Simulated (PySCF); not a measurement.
## Electronic structure of C3H6O2Si (SMILES O=C/C=C\O[SiH3]) in real space

```yaml
atoms:
  - { symbol: O, position_ang: [-2.7194, -1.0607, 0.5578] }
  - { symbol: C, position_ang: [-2.3002, -0.0679, 0.0374] }
  - { symbol: C, position_ang: [-1.2941, -0.0161, -1.0529] }
  - { symbol: C, position_ang: [0.0141, 0.0517, -0.8386] }
  - { symbol: O, position_ang: [0.5346, 0.0971, 0.3946] }
  - { symbol: Si, position_ang: [2.0658, 0.0111, 0.9532] }
  - { symbol: H, position_ang: [-2.6697, 0.9362, 0.3414] }
  - { symbol: H, position_ang: [-1.6846, -0.0370, -2.0579] }
  - { symbol: H, position_ang: [0.7187, 0.0898, -1.6625] }
  - { symbol: H, position_ang: [2.8827, 1.0555, 0.3284] }
  - { symbol: H, position_ang: [1.8042, 0.2333, 2.3632] }
  - { symbol: H, position_ang: [2.6480, -1.2932, 0.6358] }
```

Geometry: GFN2-xTB; a saddle point, not a minimum.

Computed with PBE0/pcSseg-1, SCF density, gas phase, non-relativistic (PySCF).

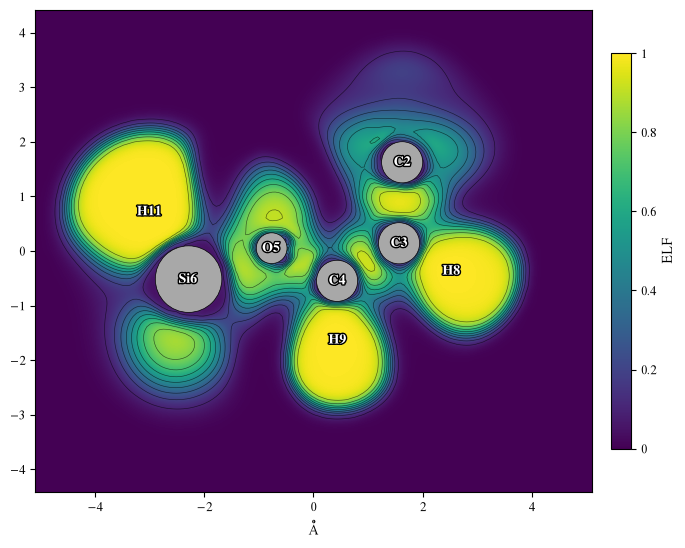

Figure 1. ELF on the plane of atoms C4, C3 and H8. Grey discs cover the atomic cores.

Q: Describe what can be read from this map.

A:
- The section cuts through C, O, Si and H sites.
- C–C (1.33 Å): the ELF peaks at about 0.90 between the atoms: a short, multiple covalent bond.
- Si–O (1.63 Å): the ELF peaks at about 0.85 between the atoms, as expected for a shared but strongly polarised pair.
- C–H (1.08 Å): the ELF climbs to about 1 towards the hydrogen, as it does in any bond to H (an ordinary covalent bond to hydrogen).
- C–O (1.34 Å): the ELF peaks at about 0.90 between the atoms; a shared but strongly polarised pair.
- C–C (1.48 Å): the ELF peaks at about 0.95 between the atoms; a shared electron pair.
- The ELF also peaks beside O5, away from the bonds: lone-pair regions.

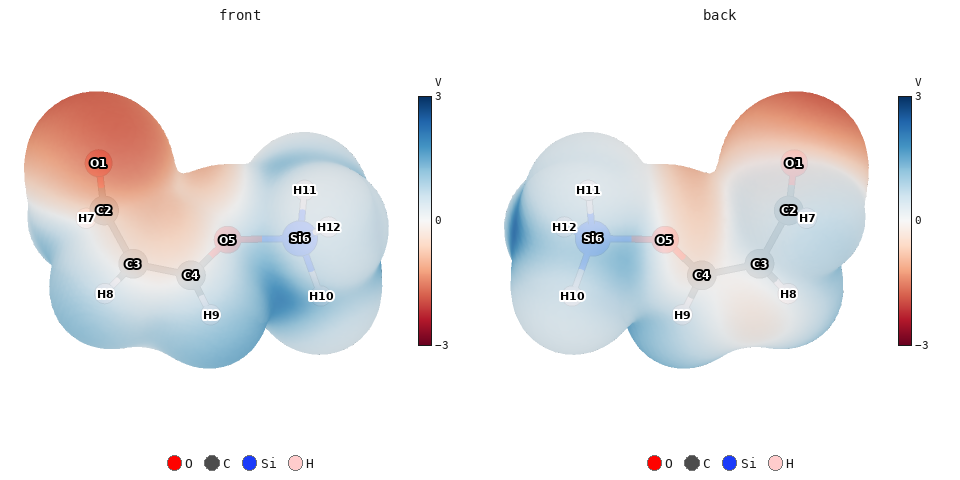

Figure 2. The molecular electrostatic potential painted on the density surface at 0.002 e/bohr³, seen from the front and from behind; red is negative and blue positive.

Q: Describe the electrostatic potential map.

A: The most negative region (about −1.7 V, or −39 kcal/mol for a unit charge) lies over O1, the most positive (about +2.1 V, or +48 kcal/mol for a unit charge) over Si6. O1 is the likeliest acceptor of a hydrogen bond.
